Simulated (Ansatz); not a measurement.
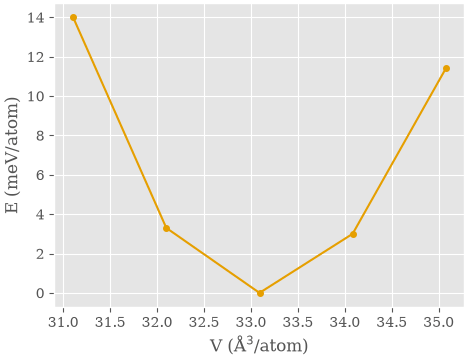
*Ca2Bi in space group I4/mmm (No. 139; Ca on 4c, Ca on 4e, Bi on 4e) under volume change, r²SCAN (plane waves, PAW; program Ansatz), shape and atoms relaxed at each volume.*

**Question.** What does a third-order Birch–Murnaghan fit give for V₀, B₀ and B′?

**Answer.** V₀ = 33.09 Å³/atom, B₀ = 33.9 GPa, B′ = 4.1.

The workflow started from an entry of the Crystallography Open Database (COD). Its standing as an ambient phase is unchecked. Symmetry was held in the r²SCAN relaxation; its stability against distortions is not shown here. Scalar-relativistic: spin–orbit coupling is off unless named, which matters more the heavier the elements.

Potentials: the later of the program's two PAW sets.
